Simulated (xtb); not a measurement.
# AlHF: energy and gradient calculation

System: AlHF, multiplicity 2, SMILES [F][AlH].
Method: GFN2-xTB (xtb 6.7.1).

The geometry comes from this level: PBE0-D4/def2-TZVP.

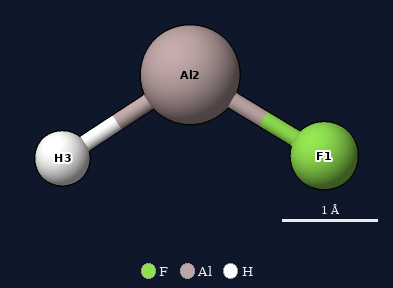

*The input geometry (ball-and-stick view, seen on its broad side; atoms are numbered from 1 in the order of the input). Sticks mark near contacts.*

## Key numbers

- outcome: converged
- electrons treated: 11
- total energy: −6.334874 hartree
- dispersion energy: −0.000619 hartree
- basis functions: 15
- largest force: 0.765 eV/Å
- dipole moment: 2.26 D
- hardware: 1 thread of Intel Xeon (Granite Rapids), 64 GiB of memory available, shared host
- peak memory: 0.078 GiB

## The input (input.xyz)
```
3
start
F      0.90710     0.89320     0.58560
Al    -0.43250     0.31800    -0.19950
H     -0.48540    -1.27610    -0.39930
```

## File input.inp
```
$chrg 0
$spin 1
$embedding
   input=env.pc
$end
```

Run as:
```bash
xtb input.xyz --input input.inp --grad -P 1 > run.log
```

## What the program printed
```
* xtb version 6.7.1
   ID    Z sym.   atoms
    1    9 F      1
    2   13 Al     2
    3    1 H      3

           -------------------------------------------------
          |                Calculation Setup                |
           -------------------------------------------------

          program call               : xtb input.xyz --input input.inp --grad -P 1
          coordinate file            : input.xyz
          omp threads                :                     1

           -------------------------------------------------
          |                 G F N 2 - x T B                 |
           -------------------------------------------------

      * Hamiltonian:
        H0-scaling (s, p, d)           1.850000    2.230000    2.230000
        zeta-weighting                 0.500000
      * Dispersion:
        s8                             2.700000
        a1                             0.520000
        a2                             5.000000
        s9                             5.000000
      * Repulsion:
        kExp                           1.500000    1.000000
        rExp                           1.000000
      * Coulomb:
        alpha                          2.000000
        third order                    shell-resolved
        anisotropic                    true
        a3                             3.000000
        a5                             4.000000
        cn-shift                       1.200000
        cn-exp                         4.000000
        max-rad                        5.000000

          ...................................................
          :                      SETUP                      :
          :.................................................:
          :  # basis functions                  15          :
          :  # atomic orbitals                  14          :
          :  # shells                            6          :
          :  # electrons                        11          :
          :  max. iterations                   250          :
          :  Hamiltonian                  GFN2-xTB          :
          :  restarted?                      false          :
          :  GBSA solvation                  false          :
          :  PC potential                     true          :
          :  -> # point charges                  1          :
          :  -> sum of PC               -1.0000000     e    :
          :  electronic temp.          300.0000000     K    :
          :  accuracy                    1.0000000          :
          :  -> integral cutoff          0.2500000E+02      :
          :  -> integral neglect         0.1000000E-07      :
          :  -> SCF convergence          0.1000000E-05 Eh   :
          :  -> wf. convergence          0.1000000E-03 e    :
          :  Broyden damping             0.4000000          :
          :  net charge                          0          :
          :  unpaired electrons                  1          :
          ...................................................

 iter      E             dE          RMSdq      gap      omega  full diag
   1     -6.3348881 -0.633489E+01  0.207E+01    1.86       0.0  T
   2     -6.3495717 -0.146836E-01  0.134E+01    2.31       1.0  T
   3     -6.3501007 -0.529024E-03  0.195E+00    2.66       1.0  T
   4     -6.3515234 -0.142271E-02  0.146E+00    2.64       1.0  T
   5     -6.3515468 -0.233757E-04  0.197E-01    2.66       1.0  T
   6     -6.3515608 -0.140000E-04  0.862E-02    2.65       1.0  T
   7     -6.3515621 -0.126988E-05  0.669E-02    2.65       1.0  T
   8     -6.3515622 -0.116307E-06  0.163E-02    2.65       3.5  T
   9     -6.3515621  0.230357E-07  0.138E-02    2.65       4.2  T
  10     -6.3515622 -0.579475E-07  0.197E-03    2.65      29.3  T
  11     -6.3515622 -0.163787E-08  0.273E-04    2.65     211.7  T
  12     -6.3515622 -0.332454E-10  0.213E-05    2.65    2710.5  T

   *** convergence criteria satisfied after 12 iterations ***

         #    Occupation            Energy/Eh            Energy/eV
      -------------------------------------------------------------
         1        2.0000           -0.6767370             -18.4150
         2        2.0000           -0.3897025             -10.6043
         3        2.0000           -0.3824912             -10.4081
         4        2.0000           -0.3821507             -10.3988
         5        2.0000           -0.3005608              -8.1787
         6        1.0000           -0.1819487              -4.9511 (HOMO)
         7                         -0.0846974              -2.3047 (LUMO)
         8                         -0.0542512              -1.4762
         9                         -0.0400077              -1.0887
        10                         -0.0165936              -0.4515
        11                          0.0486669               1.3243
       ...                                ...                  ...
        14                          1.0092775              27.4638
      -------------------------------------------------------------
                  HL-Gap            0.0972513 Eh            2.6463 eV
             Fermi-level           -0.1872889 Eh           -5.0964 eV

 SCC (total)                   0 d,  0 h,  0 min,  0.001 sec
 SCC setup                      ...        0 min,  0.000 sec (  4.049%)
 Dispersion                     ...        0 min,  0.000 sec (  1.408%)
 classical contributions        ...        0 min,  0.000 sec (  0.729%)
 integral evaluation            ...        0 min,  0.000 sec ( 16.050%)
 iterations                     ...        0 min,  0.001 sec ( 58.721%)
 molecular gradient             ...        0 min,  0.000 sec ( 15.950%)
 printout                       ...        0 min,  0.000 sec (  2.558%)

         :::::::::::::::::::::::::::::::::::::::::::::::::::::
         ::                     SUMMARY                     ::
         :::::::::::::::::::::::::::::::::::::::::::::::::::::
         :: total energy              -6.334873986034 Eh    ::
         :: gradient norm              0.018792727328 Eh/a0 ::
         :: HOMO-LUMO gap              2.646342708569 eV    ::
         ::.................................................::
         :: SCC energy                -6.351562208966 Eh    ::
         :: -> isotropic ES            0.024631562251 Eh    ::
         :: -> anisotropic ES          0.001344203628 Eh    ::
         :: -> anisotropic XC         -0.001896835739 Eh    ::
         :: -> dispersion             -0.000619045764 Eh    ::
         :: repulsion energy           0.016688222932 Eh    ::
         :: add. restraining           0.000000000000 Eh    ::
         :: total charge               0.000000000000 e     ::
         :::::::::::::::::::::::::::::::::::::::::::::::::::::

           -------------------------------------------------
          |                Property Printout                |
           -------------------------------------------------

    * Orbital Energies and Occupations

         #    Occupation            Energy/Eh            Energy/eV
      -------------------------------------------------------------
         1        2.0000           -0.6767370             -18.4150
         2        2.0000           -0.3897025             -10.6043
         3        2.0000           -0.3824912             -10.4081
         4        2.0000           -0.3821507             -10.3988
         5        2.0000           -0.3005608              -8.1787
         6        1.0000           -0.1819487              -4.9511 (HOMO)
         7                         -0.0846974              -2.3047 (LUMO)
         8                         -0.0542512              -1.4762
         9                         -0.0400077              -1.0887
        10                         -0.0165936              -0.4515
        11                          0.0486669               1.3243
        12                          0.0720193               1.9597
        13                          0.6711244              18.2622
        14                          1.0092775              27.4638
      -------------------------------------------------------------
                  HL-Gap            0.0972513 Eh            2.6463 eV
             Fermi-level           -0.1872889 Eh           -5.0964 eV

     #   Z          covCN         q      C6AA      α(0)
     1   9 F        0.672    -0.299    12.334     4.146
     2  13 Al       1.535     0.326   200.139    34.841
     3   1 H        0.863    -0.027     3.595     2.970

 Mol. C6AA /au·bohr⁶  :        357.085495
 Mol. C8AA /au·bohr⁸  :      24495.738318
 Mol. α(0) /au        :         41.956175

Wiberg/Mayer (AO) data.
largest (>0.10) Wiberg bond orders for each atom

 ---------------------------------------------------------------------------
     #   Z sym  total        # sym  WBO       # sym  WBO       # sym  WBO
 ---------------------------------------------------------------------------
     1   9 F    1.251 --     2 Al   1.233
     2  13 Al   2.179 --     1 F    1.233     3 H    0.946
     3   1 H    0.963 --     2 Al   0.946
 ---------------------------------------------------------------------------

Topologies differ in total number of bonds
Writing topology from bond orders to xtbtopo.mol

molecular dipole:
                 x           y           z       tot (Debye)
 q only:       -0.755      -0.244      -0.434
   full:       -0.748      -0.219      -0.427       2.259
molecular quadrupole (traceless):
                xx          xy          yy          xz          yz          zz
 q only:       -0.070      -1.630      -0.382      -0.729      -1.024       0.453
  q+dip:       -0.485      -1.582       0.435      -0.718      -0.864       0.050
   full:       -0.070      -1.782      -2.085      -2.093      -1.557       2.155

           -------------------------------------------------
          | TOTAL ENERGY               -6.334873986034 Eh   |
          | GRADIENT NORM               0.018792727328 Eh/α |
          | HOMO-LUMO GAP               2.646342708569 eV   |
           -------------------------------------------------

------------------------------------------------------------------------
------------------------------------------------------------------------
 total:
 *  cpu-time:     0 d,  0 h,  0 min,  0.006 sec
 * ratio c/w:     1.000 speedup
 SCF:
 *  cpu-time:     0 d,  0 h,  0 min,  0.001 sec
 * ratio c/w:     0.999 speedup
```

## Standard error
```
normal termination of xtb
```
